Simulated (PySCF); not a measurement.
Input file:

```
{"job": {"kind": "nmr", "xc": "PBE0", "basis": "pcSseg-1"}, "charge": 0, "multiplicity": 1}
C      3.996808    -0.929124    -0.766456
C      2.935348    -0.394739    -0.949713
Si     1.311991     0.460039    -1.191041
C      0.456835     0.504174     0.532080
B     -0.144560    -0.902033     0.802519
C     -1.527646    -1.355801     0.184849
C     -2.303127    -0.340746    -0.643349
S     -2.761338     1.151826     0.317562
Si    -0.802628     1.917590     0.716725
H      4.923388    -1.403454    -0.609302
H      0.558897    -0.288576    -2.206327
H      1.575841     1.831135    -1.647148
H      1.276033     0.722187     1.223448
H      0.428694    -1.679709     1.471260
H     -1.366740    -2.242552    -0.439754
H     -2.176735    -1.698920     0.997917
H     -1.737687    -0.007895    -1.513360
H     -3.255194    -0.749005    -0.983432
H     -0.545543     3.019644    -0.213911
H     -0.847783     2.396637     2.095003
```

Command:

```sh
OMP_NUM_THREADS=1 python probes_run.py task.json out
```

Geometry: GFN2-xTB.

The calculation used PBE0/pcSseg-1, SCF density, gas phase, non-relativistic (PySCF).

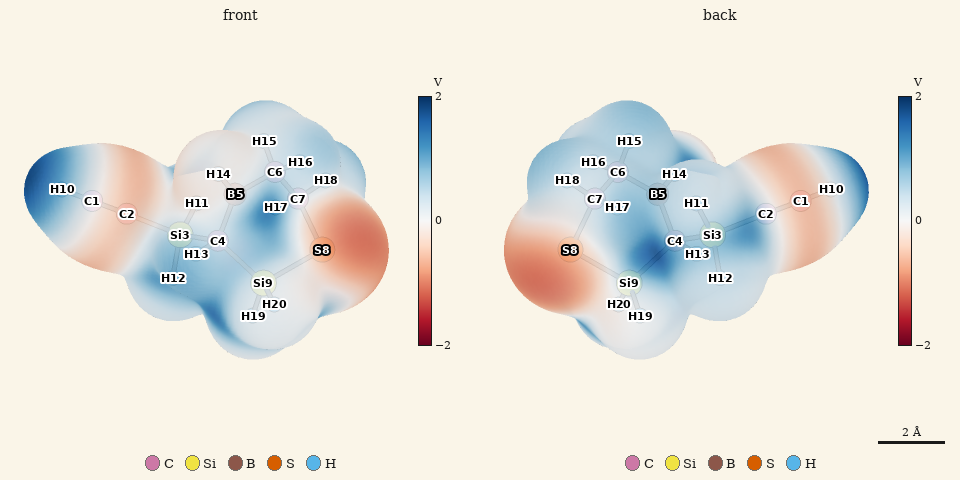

C₅H₁₁BSSi₂. The electrostatic potential painted on the density surface at 0.002 e/bohr³, seen from the front and from behind; the colour scale runs from red (negative) to blue (positive).

Where is the surface potential most negative and most positive?

Answer. The most negative region (about −1.1 V) lies over S8, the most positive (about +1.7 V) over Si3 and H10.

What dipole moment does the calculation give?

Answer. Its dipole moment is 2.22 D.
